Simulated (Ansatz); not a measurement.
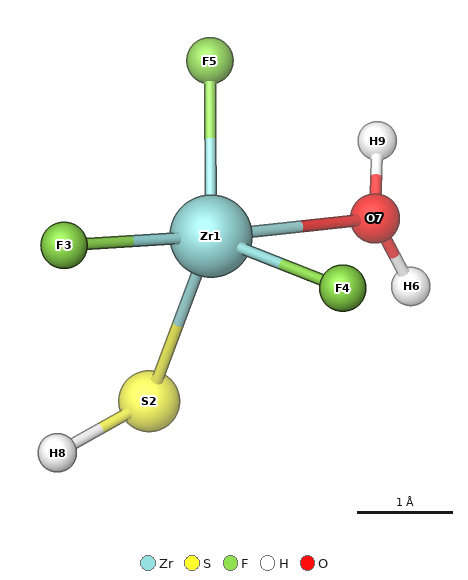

Fig. 1: The starting structure (ball-and-stick view, seen at a tilt; atoms are numbered from 1 in the order of the input). Sticks mark near contacts.

**Nudged elastic band of ZrH₃SOF₃ (part 1 of 2)**

The run: nudged elastic band of ZrH₃SOF₃. Method and program: RKS B3LYP-D4/def2-SVP (Ansatz 0.2.0).

The run did not end well. It belongs to a series of runs on one base structure; here: band between the two ends.

Input file
```yaml
crystal:
  periodic: [false, false, false]
  atoms:
    - { symbol: Zr, position_ang: [-0.830588, 0.165784, -0.02491] }
    - { symbol: S, position_ang: [0.442774, -1.868077, 0.651101] }
    - { symbol: F, position_ang: [-2.587235, -0.577201, 0.040494] }
    - { symbol: F, position_ang: [-0.922885, 1.51714, 1.327981] }
    - { symbol: F, position_ang: [-0.703611, 0.755333, -1.856764] }
    - { symbol: H, position_ang: [2.158568, 0.605932, 0.227178] }
    - { symbol: O, position_ang: [1.394372, 0.878569, -0.299935] }
    - { symbol: H, position_ang: [-0.638252, -2.518188, 1.143882] }
    - { symbol: H, position_ang: [1.686757, 1.040807, -1.208928] }
basis:
  gaussian: { orbitals: def2-SVP }
hamiltonian:
  xc: b3lyp
  dispersion: d4
neb:
  order_check: false
  images: 5
  f_tol: 0.05
  max_iterations: 60
  optimiser: lbfgs
  climbing: immediate
  final_atoms:
    - { symbol: Zr, position_ang: [-0.79309749, 0.63945911, -0.40332272] }
    - { symbol: S, position_ang: [0.16385903, -1.70047312, 1.24849681] }
    - { symbol: F, position_ang: [-1.55713254, -0.90690184, -1.26390254] }
    - { symbol: F, position_ang: [-1.29791068, 1.07786726, 1.40464525] }
    - { symbol: F, position_ang: [-1.66543351, 2.04642278, -1.36438361] }
    - { symbol: H, position_ang: [1.0207178, -2.24417591, 0.35336595] }
    - { symbol: O, position_ang: [1.07575768, 0.90503298, -0.78270929] }
    - { symbol: H, position_ang: [1.15476666, -1.08032959, 1.93046468] }
    - { symbol: H, position_ang: [1.89837303, 1.26319733, -1.12255553] }
  initial_path:
    images:
      - { positions_ang: [[-0.830588, 0.165784, -0.02491], [0.442774, -1.868077, 0.651101], [-2.587235, -0.577201, 0.040494], [-0.922885, 1.51714, 1.327981], [-0.703611, 0.755333, -1.856764], [2.158568, 0.605932, 0.227178], [1.394372, 0.878569, -0.299935], [-0.638252, -2.518188, 1.143882], [1.686757, 1.040807, -1.208928]] }
      - { positions_ang: [[-0.92892168, 0.28370435, -0.08434783], [0.48096546, -1.92035465, 0.53955206], [-2.57146851, -0.60523146, -0.03722672], [-1.06478969, 1.53828308, 1.31649144], [-0.8074003, 0.92686028, -1.86846737], [1.9396589, 0.23057606, 0.17634643], [1.42953373, 0.83201376, -0.23866383], [-0.27388704, -2.27942808, 1.30741531], [1.79620913, 0.99367566, -1.11100049]] }
      - { positions_ang: [[-1.02725535, 0.4016247, -0.14378566], [0.51915693, -1.97263229, 0.42800312], [-2.55570203, -0.63326192, -0.11494744], [-1.20669438, 1.55942615, 1.30500188], [-0.9111896, 1.09838757, -1.88017073], [1.72074981, -0.14477988, 0.12551487], [1.46469545, 0.78545852, -0.17739267], [0.09047792, -2.04066817, 1.47094862], [1.90566125, 0.94654432, -1.01307298]] }
      - { positions_ang: [[-1.12558903, 0.51954505, -0.20322349], [0.55734839, -2.02490994, 0.31645418], [-2.53993554, -0.66129238, -0.19266816], [-1.34859907, 1.58056923, 1.29351232], [-1.0149789, 1.26991485, -1.8918741], [1.50184071, -0.52013583, 0.0746833], [1.49985718, 0.73890328, -0.1161215], [0.45484289, -1.80190825, 1.63448193], [2.01511338, 0.89941298, -0.91514548]] }
      - { positions_ang: [[-1.01475852, 0.5595164, -0.26992323], [0.42618527, -1.91676433, 0.62713506], [-2.21233454, -0.7431622, -0.54974629], [-1.33170294, 1.41300191, 1.33055663], [-1.2317971, 1.52875083, -1.71604394], [1.34146641, -1.09481585, 0.16757752], [1.35849068, 0.79427984, -0.33831743], [0.68815081, -1.56138203, 1.73314284], [1.97619993, 1.02067443, -0.98428216]] }
      - { positions_ang: [[-0.903928, 0.59948776, -0.33662298], [0.29502215, -1.80861873, 0.93781593], [-1.88473354, -0.82503202, -0.90682442], [-1.31480681, 1.24543459, 1.36760094], [-1.4486153, 1.7875868, -1.54021377], [1.18109211, -1.66949588, 0.26047174], [1.21712418, 0.84965641, -0.56051336], [0.92145874, -1.32085581, 1.83180376], [1.93728648, 1.14193588, -1.05341884]] }
      - { positions_ang: [[-0.79309749, 0.63945911, -0.40332272], [0.16385903, -1.70047312, 1.24849681], [-1.55713254, -0.90690184, -1.26390254], [-1.29791068, 1.07786726, 1.40464525], [-1.66543351, 2.04642278, -1.36438361], [1.0207178, -2.24417591, 0.35336595], [1.07575768, 0.90503298, -0.78270929], [1.15476666, -1.08032959, 1.93046468], [1.89837303, 1.26319733, -1.12255553]] }
```

Run on 2 threads of AMD EPYC (Zen 5), 128 GiB of memory available, shared host.

Launched with:
```bash
ansatz run input.yaml --threads 2 --pin off --max-ram 3072MiB --backend cpu --events-out ev --progress --plain --runs-dir out
```

What the program printed
```
Engine: ansatz 0.2.0, x86_64-unknown-linux-gnu
Functional definition: B3LYP
  parameter a0 = 0.2
  parameter ax = 0.72
  parameter ac = 0.81
  exchange = (1 - a0 - ax)*slater_x + ax*b88_x + a0*exact_x
  correlation = (1 - ac)*vwn_rpa_c + ac*lyp_c
1248 factors; integrals over basis functions are off by at most 2.9e-4 eV
mean field evaluation 1: about -22351.5859 eV, gradient 7.5e1 eV
mean field evaluation 2: about -22311.5348 eV, gradient 1.8e2 eV
mean field evaluation 4: about -22360.7836 eV, gradient 8.9e0 eV
mean field evaluation 8: about -22360.9564 eV, gradient 2.1e-1 eV
mean field evaluation 16: about -22360.9565 eV, gradient 1.4e-5 eV
mean field -22360.95652194 eV, -821.7499953807 hartree, gradient 1.5e-5 eV, S^2 0.000000; 0 other end points of the search recorded, 0 dependent functions left out
the calculation of the forces begins
reference -22360.95685783 eV, -821.7500077242 hartree; 33, 33 occupied and 87, 87 virtual orbitals, 1248 factors
1247 factors; integrals over basis functions are off by at most 8.1e-4 eV
mean field evaluation 32: about -22360.9757 eV, gradient 2.1e-4 eV
mean field -22360.97572390 eV, -821.7507010397 hartree, gradient 3.0e-5 eV, S^2 0.000000; 0 other end points of the search recorded, 0 dependent functions left out
[... from here on the field's lines of each further geometry are left out, up to the last ...]
NEB iter   1: max|band force component| = 1.108e1 eV/Å  barrier→ = 2.6321 eV  barrier← = 2.6482 eV  CI = image 4  Δτ_max = 0.1706 Å  (204 SCF iters)
NEB iter   2: max|band force component| = 2.784e0 eV/Å  barrier→ = 1.3010 eV  barrier← = 1.3172 eV  CI = image 3  Δτ_max = 0.0457 Å  (183 SCF iters)
NEB iter   3: max|band force component| = 2.000e0 eV/Å  barrier→ = 1.0511 eV  barrier← = 1.0673 eV  CI = image 3  Δτ_max = 0.0690 Å  (159 SCF iters)
NEB iter   4: max|band force component| = 1.395e0 eV/Å  barrier→ = 0.7636 eV  barrier← = 0.7798 eV  CI = image 3  Δτ_max = 0.0670 Å  (158 SCF iters)
NEB iter   5: max|band force component| = 1.293e0 eV/Å  barrier→ = 0.5817 eV  barrier← = 0.5978 eV  CI = image 3  Δτ_max = 0.0517 Å  (157 SCF iters)
NEB iter   6: max|band force component| = 1.757e0 eV/Å  barrier→ = 0.5205 eV  barrier← = 0.5367 eV  CI = image 3  Δτ_max = 0.0329 Å  (158 SCF iters)
NEB iter   7: max|band force component| = 1.574e0 eV/Å  barrier→ = 0.4971 eV  barrier← = 0.5133 eV  CI = image 3  Δτ_max = 0.0126 Å  (163 SCF iters)
NEB iter   8: max|band force component| = 4.768e-1 eV/Å  barrier→ = 0.4922 eV  barrier← = 0.5083 eV  CI = image 3  Δτ_max = 0.0104 Å  (142 SCF iters)
NEB iter   9: max|band force component| = 4.390e-1 eV/Å  barrier→ = 0.4819 eV  barrier← = 0.4980 eV  CI = image 3  Δτ_max = 0.0249 Å  (150 SCF iters)
NEB iter  10: max|band force component| = 1.037e0 eV/Å  barrier→ = 0.4753 eV  barrier← = 0.4914 eV  CI = image 3  Δτ_max = 0.0165 Å  (162 SCF iters)
NEB iter  11: max|band force component| = 5.749e-1 eV/Å  barrier→ = 0.4746 eV  barrier← = 0.4907 eV  CI = image 3  Δτ_max = 0.0107 Å  (151 SCF iters)
NEB iter  12: max|band force component| = 6.003e-1 eV/Å  barrier→ = 0.4751 eV  barrier← = 0.4913 eV  CI = image 3  Δτ_max = 0.0113 Å  (131 SCF iters)
NEB iter  13: max|band force component| = 5.665e-1 eV/Å  barrier→ = 0.4767 eV  barrier← = 0.4928 eV  CI = image 3  Δτ_max = 0.0146 Å  (138 SCF iters)
NEB iter  14: max|band force component| = 9.622e-1 eV/Å  barrier→ = 0.4796 eV  barrier← = 0.4958 eV  CI = image 3  Δτ_max = 0.0153 Å  (140 SCF iters)
NEB iter  15: max|band force component| = 5.384e-1 eV/Å  barrier→ = 0.4822 eV  barrier← = 0.4983 eV  CI = image 3  Δτ_max = 0.0095 Å  (139 SCF iters)
NEB iter  16: max|band force component| = 6.001e-1 eV/Å  barrier→ = 0.4851 eV  barrier← = 0.5012 eV  CI = image 3  Δτ_max = 0.0121 Å  (120 SCF iters)
NEB iter  17: max|band force component| = 5.692e-1 eV/Å  barrier→ = 0.4880 eV  barrier← = 0.5041 eV  CI = image 3  Δτ_max = 0.0142 Å  (137 SCF iters)
NEB iter  18: max|band force component| = 9.961e-1 eV/Å  barrier→ = 0.4929 eV  barrier← = 0.5090 eV  CI = image 3  Δτ_max = 0.0159 Å  (140 SCF iters)
NEB iter  19: max|band force component| = 5.482e-1 eV/Å  barrier→ = 0.4962 eV  barrier← = 0.5124 eV  CI = image 3  Δτ_max = 0.0094 Å  (135 SCF iters)
NEB iter  20: max|band force component| = 6.242e-1 eV/Å  barrier→ = 0.5000 eV  barrier← = 0.5161 eV  CI = image 3  Δτ_max = 0.0128 Å  (118 SCF iters)
NEB iter  21: max|band force component| = 5.876e-1 eV/Å  barrier→ = 0.5034 eV  barrier← = 0.5196 eV  CI = image 3  Δτ_max = 0.0138 Å  (136 SCF iters)
NEB iter  22: max|band force component| = 1.017e0 eV/Å  barrier→ = 0.5091 eV  barrier← = 0.5252 eV  CI = image 3  Δτ_max = 0.0162 Å  (139 SCF iters)
NEB iter  23: max|band force component| = 5.653e-1 eV/Å  barrier→ = 0.5128 eV  barrier← = 0.5289 eV  CI = image 3  Δτ_max = 0.0092 Å  (136 SCF iters)
NEB iter  24: max|band force component| = 6.663e-1 eV/Å  barrier→ = 0.5168 eV  barrier← = 0.5330 eV  CI = image 3  Δτ_max = 0.0134 Å  (120 SCF iters)
NEB iter  25: max|band force component| = 6.006e-1 eV/Å  barrier→ = 0.5205 eV  barrier← = 0.5367 eV  CI = image 3  Δτ_max = 0.0132 Å  (135 SCF iters)
NEB iter  26: max|band force component| = 1.020e0 eV/Å  barrier→ = 0.5263 eV  barrier← = 0.5425 eV  CI = image 3  Δτ_max = 0.0163 Å  (141 SCF iters)
NEB iter  27: max|band force component| = 5.870e-1 eV/Å  barrier→ = 0.5301 eV  barrier← = 0.5462 eV  CI = image 3  Δτ_max = 0.0091 Å  (140 SCF iters)
NEB iter  28: max|band force component| = 6.965e-1 eV/Å  barrier→ = 0.5342 eV  barrier← = 0.5503 eV  CI = image 3  Δτ_max = 0.0137 Å  (124 SCF iters)
NEB iter  29: max|band force component| = 6.065e-1 eV/Å  barrier→ = 0.5379 eV  barrier← = 0.5540 eV  CI = image 3  Δτ_max = 0.0126 Å  (141 SCF iters)
NEB iter  30: max|band force component| = 1.007e0 eV/Å  barrier→ = 0.5435 eV  barrier← = 0.5597 eV  CI = image 3  Δτ_max = 0.0161 Å  (141 SCF iters)
NEB iter  31: max|band force component| = 5.994e-1 eV/Å  barrier→ = 0.5472 eV  barrier← = 0.5633 eV  CI = image 3  Δτ_max = 0.0089 Å  (141 SCF iters)
NEB iter  32: max|band force component| = 7.149e-1 eV/Å  barrier→ = 0.5512 eV  barrier← = 0.5674 eV  CI = image 3  Δτ_max = 0.0138 Å  (124 SCF iters)
NEB iter  33: max|band force component| = 6.051e-1 eV/Å  barrier→ = 0.5548 eV  barrier← = 0.5710 eV  CI = image 3  Δτ_max = 0.0119 Å  (141 SCF iters)
NEB iter  34: max|band force component| = 9.813e-1 eV/Å  barrier→ = 0.5602 eV  barrier← = 0.5763 eV  CI = image 3  Δτ_max = 0.0157 Å  (139 SCF iters)
NEB iter  35: max|band force component| = 6.004e-1 eV/Å  barrier→ = 0.5637 eV  barrier← = 0.5798 eV  CI = image 3  Δτ_max = 0.0086 Å  (140 SCF iters)
NEB iter  36: max|band force component| = 7.214e-1 eV/Å  barrier→ = 0.5676 eV  barrier← = 0.5837 eV  CI = image 3  Δτ_max = 0.0138 Å  (125 SCF iters)
NEB iter  37: max|band force component| = 5.968e-1 eV/Å  barrier→ = 0.5710 eV  barrier← = 0.5871 eV  CI = image 3  Δτ_max = 0.0112 Å  (140 SCF iters)
NEB iter  38: max|band force component| = 9.448e-1 eV/Å  barrier→ = 0.5759 eV  barrier← = 0.5921 eV  CI = image 3  Δτ_max = 0.0152 Å  (132 SCF iters)
NEB iter  39: max|band force component| = 5.913e-1 eV/Å  barrier→ = 0.5792 eV  barrier← = 0.5953 eV  CI = image 3  Δτ_max = 0.0083 Å  (139 SCF iters)
NEB iter  40: max|band force component| = 7.166e-1 eV/Å  barrier→ = 0.5829 eV  barrier← = 0.5990 eV  CI = image 3  Δτ_max = 0.0135 Å  (123 SCF iters)
NEB iter  41: max|band force component| = 5.820e-1 eV/Å  barrier→ = 0.5860 eV  barrier← = 0.6021 eV  CI = image 3  Δτ_max = 0.0104 Å  (141 SCF iters)
NEB iter  42: max|band force component| = 8.990e-1 eV/Å  barrier→ = 0.5904 eV  barrier← = 0.6066 eV  CI = image 3  Δτ_max = 0.0145 Å  (135 SCF iters)
NEB iter  43: max|band force component| = 5.732e-1 eV/Å  barrier→ = 0.5934 eV  barrier← = 0.6095 eV  CI = image 3  Δτ_max = 0.0079 Å  (140 SCF iters)
NEB iter  44: max|band force component| = 7.009e-1 eV/Å  barrier→ = 0.5967 eV  barrier← = 0.6129 eV  CI = image 3  Δτ_max = 0.0131 Å  (124 SCF iters)
NEB iter  45: max|band force component| = 5.609e-1 eV/Å  barrier→ = 0.5995 eV  barrier← = 0.6156 eV  CI = image 3  Δτ_max = 0.0095 Å  (140 SCF iters)
NEB iter  46: max|band force component| = 8.452e-1 eV/Å  barrier→ = 0.6033 eV  barrier← = 0.6195 eV  CI = image 3  Δτ_max = 0.0137 Å  (133 SCF iters)
NEB iter  47: max|band force component| = 5.471e-1 eV/Å  barrier→ = 0.6059 eV  barrier← = 0.6220 eV  CI = image 3  Δτ_max = 0.0074 Å  (138 SCF iters)
NEB iter  48: max|band force component| = 6.753e-1 eV/Å  barrier→ = 0.6088 eV  barrier← = 0.6249 eV  CI = image 3  Δτ_max = 0.0125 Å  (122 SCF iters)
NEB iter  49: max|band force component| = 5.342e-1 eV/Å  barrier→ = 0.6111 eV  barrier← = 0.6273 eV  CI = image 3  Δτ_max = 0.0085 Å  (141 SCF iters)
NEB iter  50: max|band force component| = 7.847e-1 eV/Å  barrier→ = 0.6143 eV  barrier← = 0.6304 eV  CI = image 3  Δτ_max = 0.0128 Å  (125 SCF iters)
NEB iter  51: max|band force component| = 5.140e-1 eV/Å  barrier→ = 0.6164 eV  barrier← = 0.6325 eV  CI = image 3  Δτ_max = 0.0070 Å  (140 SCF iters)
NEB iter  52: max|band force component| = 6.411e-1 eV/Å  barrier→ = 0.6188 eV  barrier← = 0.6349 eV  CI = image 3  Δτ_max = 0.0118 Å  (123 SCF iters)
NEB iter  53: max|band force component| = 5.025e-1 eV/Å  barrier→ = 0.6206 eV  barrier← = 0.6368 eV  CI = image 3  Δτ_max = 0.0079 Å  (139 SCF iters)
NEB iter  54: max|band force component| = 7.193e-1 eV/Å  barrier→ = 0.6230 eV  barrier← = 0.6392 eV  CI = image 3  Δτ_max = 0.0117 Å  (122 SCF iters)
NEB iter  55: max|band force component| = 4.755e-1 eV/Å  barrier→ = 0.6246 eV  barrier← = 0.6407 eV  CI = image 3  Δτ_max = 0.0067 Å  (139 SCF iters)
NEB iter  56: max|band force component| = 6.001e-1 eV/Å  barrier→ = 0.6264 eV  barrier← = 0.6425 eV  CI = image 3  Δτ_max = 0.0110 Å  (123 SCF iters)
NEB iter  57: max|band force component| = 4.671e-1 eV/Å  barrier→ = 0.6277 eV  barrier← = 0.6438 eV  CI = image 3  Δτ_max = 0.0073 Å  (138 SCF iters)
NEB iter  58: max|band force component| = 6.514e-1 eV/Å  barrier→ = 0.6294 eV  barrier← = 0.6455 eV  CI = image 3  Δτ_max = 0.0107 Å  (124 SCF iters)
NEB iter  59: max|band force component| = 4.336e-1 eV/Å  barrier→ = 0.6304 eV  barrier← = 0.6465 eV  CI = image 3  Δτ_max = 0.0063 Å  (137 SCF iters)
the calculation of the forces begins
reference -22360.68356596 eV, -821.7399644335 hartree; 33, 33 occupied and 87, 87 virtual orbitals, 1251 factors
these checks for a lower state are left out or cut short: starts, cluster_reference, orbital_swaps, neighbouring_geometries, increment
1251 factors; integrals over basis functions are off by at most 8.0e-4 eV
mean field evaluation 1984: about -22360.8876 eV, gradient 9.3e-6 eV
mean field -22360.88764588 eV, -821.7474642320 hartree, gradient 9.3e-6 eV, S^2 0.000000; 0 other end points of the search recorded, 0 dependent functions left out
the calculation of the forces begins
reference -22360.88798441 eV, -821.7474766727 hartree; 33, 33 occupied and 87, 87 virtual orbitals, 1251 factors
NEB iter  60: max|band force component| = 5.546e-1 eV/Å  barrier→ = 0.6316 eV  barrier← = 0.6477 eV  CI = image 3  Δτ_max = 0.0101 Å  (123 SCF iters)
```
